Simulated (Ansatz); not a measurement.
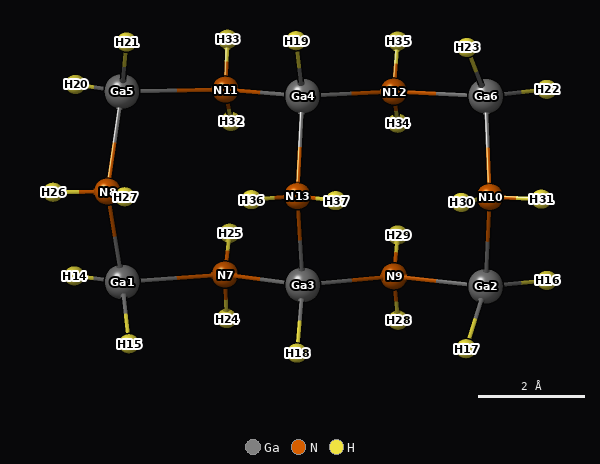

Figure 1. The input geometry (ball-and-stick view, seen at a tilt; atoms are numbered from 1 in the order of the input). Sticks mark near contacts.

## Run report: Ga₆N₇H₂₄ (charge +1), molecular dynamics (part 1 of 2)

The run: molecular dynamics of Ga₆N₇H₂₄ (Ga6N7 zinc blende off disc), charge +1. Method and program: RKS revPBE-d4/def2-SVP (Ansatz 0.2.0).

The geometry comes from this level: PBE-D4/def2-SVP. Figures and captions count atoms from 1; the log counts them from 0 in places.

What the program printed:
```
Functional definition: revPBE
  name "revPBE"
  cite "Zhang & Yang, Phys. Rev. Lett. 80, 890 (1998) doi:10.1103/PhysRevLett.80.890"
  cite "Perdew, Burke & Ernzerhof, Phys. Rev. Lett. 77, 3865 (1996) doi:10.1103/PhysRevLett.77.3865"
  parameter kappa = 1.245
  parameter beta = 0.06672455060314922
  exchange = pbe_x(kappa = kappa, mu = beta*pi^2/3)
  correlation = pbe_c(beta = beta)
these checks for a lower state are left out or cut short: starts
2567 factors; integrals over basis functions are off by at most 3.5e-1 eV
mean field evaluation 1: about -324959.5354 eV, gradient 1.8e2 eV
mean field evaluation 2: about -324784.6598 eV, gradient 3.1e2 eV
mean field evaluation 4: about -325016.1661 eV, gradient 2.2e1 eV
mean field evaluation 8: about -325017.1235 eV, gradient 1.3e-1 eV
mean field evaluation 16: about -325017.1202 eV, gradient 2.0e-4 eV
mean field -325017.12021885 eV, -11944.1588635261 hartree, gradient 3.2e-5 eV, S^2 0.000000; 0 other end points of the search recorded, 0 dependent functions left out
the calculation of the forces begins
reference -325017.12032432 eV, -11944.1588674019 hartree; 129, 129 occupied and 281, 281 virtual orbitals, 2567 factors
md step     0: t =     0.00 fs  T =  1500.0 K  F+E_penalty+E_count = -325020.74563560 eV  E_kin = 6.786150 eV  conserved = -325013.95948566 eV  (30 SCF iters)
these checks for a lower state are left out or cut short: starts, cluster_reference, orbital_swaps, neighbouring_geometries, increment
2567 factors; integrals over basis functions are off by at most 3.5e-1 eV
mean field -325016.94645858 eV, -11944.1524779541 hartree, gradient 1.0e-5 eV, S^2 0.000000; 0 other end points of the search recorded, 0 dependent functions left out
the calculation of the forces begins
reference -325016.94656397 eV, -11944.1524818271 hartree; 129, 129 occupied and 281, 281 virtual orbitals, 2567 factors
md step     1: t =     0.50 fs  T =  1464.3 K  F+E_penalty+E_count = -325020.58035066 eV  E_kin = 6.624495 eV  conserved = -325013.95585698 eV  (31 SCF iters, 3 dispersion substeps)
[... from here on the SCF iterations and repeated set-up lines of each step are left out, up to the last step ...]
md step     2: t =     1.00 fs  T =  1369.6 K  F+E_penalty+E_count = -325020.14409545 eV  E_kin = 6.196309 eV  conserved = -325013.94779780 eV  (31 SCF iters, 3 dispersion substeps)
md step     3: t =     1.50 fs  T =  1243.2 K  F+E_penalty+E_count = -325019.56236573 eV  E_kin = 5.624521 eV  conserved = -325013.93789096 eV  (31 SCF iters, 3 dispersion substeps)
md step     4: t =     2.00 fs  T =  1118.3 K  F+E_penalty+E_count = -325018.98900899 eV  E_kin = 5.059135 eV  conserved = -325013.92999804 eV  (31 SCF iters, 3 dispersion substeps)
md step     5: t =     2.50 fs  T =  1021.3 K  F+E_penalty+E_count = -325018.54727552 eV  E_kin = 4.620626 eV  conserved = -325013.92690381 eV  (31 SCF iters, 3 dispersion substeps)
md step     6: t =     3.00 fs  T =   963.9 K  F+E_penalty+E_count = -325018.28822524 eV  E_kin = 4.360613 eV  conserved = -325013.92805986 eV  (31 SCF iters, 3 dispersion substeps)
md step     7: t =     3.50 fs  T =   943.0 K  F+E_penalty+E_count = -325018.19648951 eV  E_kin = 4.266156 eV  conserved = -325013.93104310 eV  (31 SCF iters, 3 dispersion substeps)
md step     8: t =     4.00 fs  T =   948.5 K  F+E_penalty+E_count = -325018.22456354 eV  E_kin = 4.291323 eV  conserved = -325013.93428830 eV  (31 SCF iters, 3 dispersion substeps)
md step     9: t =     4.50 fs  T =   968.6 K  F+E_penalty+E_count = -325018.31802467 eV  E_kin = 4.381942 eV  conserved = -325013.93755450 eV  (31 SCF iters, 3 dispersion substeps)
md step    10: t =     5.00 fs  T =   991.0 K  F+E_penalty+E_count = -325018.42231010 eV  E_kin = 4.483400 eV  conserved = -325013.94089280 eV  (31 SCF iters, 3 dispersion substeps)
md step    11: t =     5.50 fs  T =  1004.1 K  F+E_penalty+E_count = -325018.48410741 eV  E_kin = 4.542771 eV  conserved = -325013.94391657 eV  (31 SCF iters, 3 dispersion substeps)
md step    12: t =     6.00 fs  T =   998.2 K  F+E_penalty+E_count = -325018.45829944 eV  E_kin = 4.515834 eV  conserved = -325013.94572008 eV  (31 SCF iters, 3 dispersion substeps)
md step    13: t =     6.50 fs  T =   968.4 K  F+E_penalty+E_count = -325018.32225895 eV  E_kin = 4.381172 eV  conserved = -325013.94507869 eV  (31 SCF iters, 3 dispersion substeps)
md step    14: t =     7.00 fs  T =   919.1 K  F+E_penalty+E_count = -325018.09411746 eV  E_kin = 4.157966 eV  conserved = -325013.94092770 eV  (31 SCF iters, 3 dispersion substeps)
md step    15: t =     7.50 fs  T =   866.0 K  F+E_penalty+E_count = -325017.84598115 eV  E_kin = 3.917654 eV  conserved = -325013.93392327 eV  (31 SCF iters, 3 dispersion substeps)
md step    16: t =     8.00 fs  T =   832.2 K  F+E_penalty+E_count = -325017.68744254 eV  E_kin = 3.765008 eV  conserved = -325013.92889137 eV  (31 SCF iters, 3 dispersion substeps)
md step    17: t =     8.50 fs  T =   832.4 K  F+E_penalty+E_count = -325017.69072378 eV  E_kin = 3.765879 eV  conserved = -325013.93222989 eV  (31 SCF iters, 3 dispersion substeps)
md step    18: t =     9.00 fs  T =   855.2 K  F+E_penalty+E_count = -325017.80316217 eV  E_kin = 3.868905 eV  conserved = -325013.94266802 eV  (31 SCF iters, 3 dispersion substeps)
md step    19: t =     9.50 fs  T =   867.8 K  F+E_penalty+E_count = -325017.86784927 eV  E_kin = 3.926107 eV  conserved = -325013.95128516 eV  (14 SCF iters, 3 dispersion substeps)
md step    20: t =    10.00 fs  T =   841.8 K  F+E_penalty+E_count = -325017.74967873 eV  E_kin = 3.808273 eV  conserved = -325013.95215413 eV  (31 SCF iters, 3 dispersion substeps)
md step    21: t =    10.50 fs  T =   771.9 K  F+E_penalty+E_count = -325017.42641655 eV  E_kin = 3.492372 eV  conserved = -325013.94601217 eV  (31 SCF iters, 3 dispersion substeps)
md step    22: t =    11.00 fs  T =   676.4 K  F+E_penalty+E_count = -325016.98391484 eV  E_kin = 3.059999 eV  conserved = -325013.93705697 eV  (31 SCF iters, 3 dispersion substeps)
md step    23: t =    11.50 fs  T =   583.2 K  F+E_penalty+E_count = -325016.55418048 eV  E_kin = 2.638458 eV  conserved = -325013.92996234 eV  (31 SCF iters, 3 dispersion substeps)
md step    24: t =    12.00 fs  T =   515.5 K  F+E_penalty+E_count = -325016.24421046 eV  E_kin = 2.332144 eV  conserved = -325013.92734159 eV  (31 SCF iters, 3 dispersion substeps)
these checks for a lower state are left out or cut short: starts, cluster_reference, orbital_swaps, neighbouring_geometries, increment
2567 factors; integrals over basis functions are off by at most 4.2e-1 eV
mean field evaluation 192: about -325012.4056 eV, gradient 9.1e-2 eV
mean field -325012.40558686 eV, -11943.9856039963 hartree, gradient 9.5e-6 eV, S^2 0.000000; 0 other end points of the search recorded, 0 dependent functions left out
the calculation of the forces begins
reference -325012.40569159 eV, -11943.9856078450 hartree; 129, 129 occupied and 281, 281 virtual orbitals, 2567 factors
these checks for a lower state are left out or cut short: starts
2567 factors; integrals over basis functions are off by at most 4.2e-1 eV
mean field -325012.40558686 eV, -11943.9856039963 hartree, gradient 9.5e-6 eV, S^2 0.000000; 0 other end points of the search recorded, 0 dependent functions left out
the calculation of the forces begins
reference -325012.40569159 eV, -11943.9856078450 hartree; 129, 129 occupied and 281, 281 virtual orbitals, 2567 factors
md step    25: t =    12.50 fs  T =   482.5 K  F+E_penalty+E_count = -325016.09522670 eV  E_kin = 2.182991 eV  conserved = -325013.92852504 eV  (14 SCF iters, 3 dispersion substeps)
```

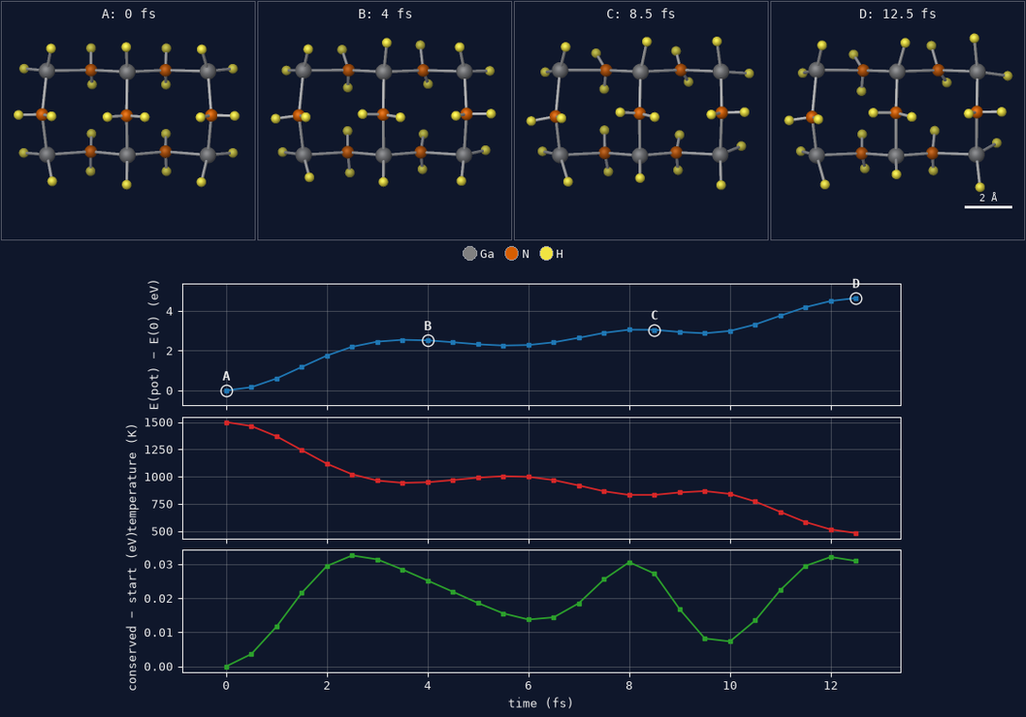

Figure 2. Frames of the molecular dynamics (ball-and-stick, seen on its broad side) above the curves, on which the letters mark them. The trajectory kept here has 26 frames over 12.5 fs. The temperature starts at 1500 K, ranges from 483 to 1500 K and averages 770 K over the second half. The potential energy ends 4.650 eV above its first value. The conserved quantity stays within 0.033 eV. After an unweighted best fit of the last frame on the first, the root-mean-square displacement is 0.31 Å, and H16 has moved furthest (0.61 Å).

```
Total energy: -325016.09533143 eV, -11944.1211996080 hartree
Atom 0 at    -3.750708     1.140907     0.067467 Å, force    -0.319273    -2.905615     0.934381 eV/Å
Atom 1 at     1.149541    -3.694896    -0.017700 Å, force     0.756906    -0.859902     0.284051 eV/Å
Atom 2 at    -1.323971    -1.280480     0.247263 Å, force    -0.749850     1.165564     1.445076 eV/Å
Atom 3 at     1.305355     1.272328     0.361224 Å, force     1.662806     0.423351    -4.132710 eV/Å
Atom 4 at    -1.141265     3.756149     0.008273 Å, force    -0.006594    -0.660613    -0.805360 eV/Å
Atom 5 at     3.727868    -1.181974     0.041813 Å, force     2.707235     1.551861    -1.177513 eV/Å
Atom 6 at    -2.402642    -0.213114    -0.955245 Å, force    -1.746271    -1.664098     0.615072 eV/Å
Atom 7 at    -2.639707     2.488676     0.933118 Å, force     1.893655     0.190329    -0.457375 eV/Å
Atom 8 at    -0.219137    -2.342958    -0.755950 Å, force     3.985000     1.091125    -1.148371 eV/Å
Atom 9 at     2.556954    -2.356667     0.997717 Å, force     0.906496    -3.414705    -1.587015 eV/Å
Atom 10 at     0.178026     2.280991    -0.994093 Å, force    -1.498044    -0.073041     0.769245 eV/Å
Atom 11 at     2.479930     0.004679    -1.017896 Å, force     0.705524     2.515606    -1.765681 eV/Å
Atom 12 at     0.054961     0.073055     0.914239 Å, force    -2.399718    -0.096989     3.749992 eV/Å
Atom 13 at    -4.229525     1.689771    -1.274397 Å, force    -0.692517     0.492927    -0.339746 eV/Å
Atom 14 at    -4.266313     0.051888     1.477906 Å, force     0.381604     1.246755    -1.617084 eV/Å
Atom 15 at     1.995611    -4.017452    -1.473985 Å, force    -0.686166     0.144113     1.267142 eV/Å
Atom 16 at     0.360673    -4.756421     1.115185 Å, force     0.770612     1.093661    -1.030749 eV/Å
Atom 17 at    -1.755729    -1.799192     1.646001 Å, force    -0.402376    -0.169279    -0.046445 eV/Å
Atom 18 at     2.487058     1.936092     0.959666 Å, force     0.648347     0.693401     0.847728 eV/Å
Atom 19 at    -1.804794     4.017919    -1.571870 Å, force     0.309629     0.275674     1.588515 eV/Å
Atom 20 at    -0.113795     4.396491     1.166559 Å, force    -0.921288    -0.314940    -0.778849 eV/Å
Atom 21 at     4.425012    -2.275052    -1.024138 Å, force    -0.396059     0.673544     0.569476 eV/Å
Atom 22 at     4.728876    -0.027409     0.858965 Å, force    -0.957631    -1.085610    -0.330499 eV/Å
Atom 23 at    -2.845205    -0.802104    -1.711538 Å, force    -0.284760     0.261919     1.073597 eV/Å
Atom 24 at    -1.864078     0.334967    -1.556659 Å, force     1.775195     1.757210    -1.323787 eV/Å
Atom 25 at    -3.438214     3.088186     0.990724 Å, force    -0.956946     1.518628     0.399016 eV/Å
Atom 26 at    -2.432343     2.274297     1.910532 Å, force     0.055435    -0.072554     0.367744 eV/Å
Atom 27 at    -0.778717    -2.930221    -1.320496 Å, force    -0.803468    -1.111879    -1.633816 eV/Å
Atom 28 at     0.481711    -1.754100    -1.383333 Å, force    -1.989349    -1.357788     1.076394 eV/Å
Atom 29 at     2.343077    -2.120053     1.918118 Å, force    -0.949827     0.796896     2.646922 eV/Å
Atom 30 at     3.338407    -3.098877     1.183083 Å, force    -1.436234     0.995511    -0.321370 eV/Å
Atom 31 at    -0.550486     1.683069    -1.454361 Å, force     0.751822     0.361471     0.319772 eV/Å
Atom 32 at     0.309381     3.033236    -1.690931 Å, force     0.898947    -0.406309     0.061396 eV/Å
Atom 33 at     2.285169    -0.666486    -1.826200 Å, force    -0.231752     1.269192     0.762622 eV/Å
Atom 34 at     2.971141     0.946565    -1.535283 Å, force    -1.174031    -3.382155     1.502009 eV/Å
Atom 35 at    -0.591733     0.787282     1.463913 Å, force     1.040224    -1.804757    -0.788332 eV/Å
Atom 36 at     0.482151    -0.502273     1.716514 Å, force    -0.647284     0.861496    -0.995448 eV/Å
Dipole moment:    -0.916180     0.447009    -0.091276 e Å
Checks for a lower state left out: starts
```
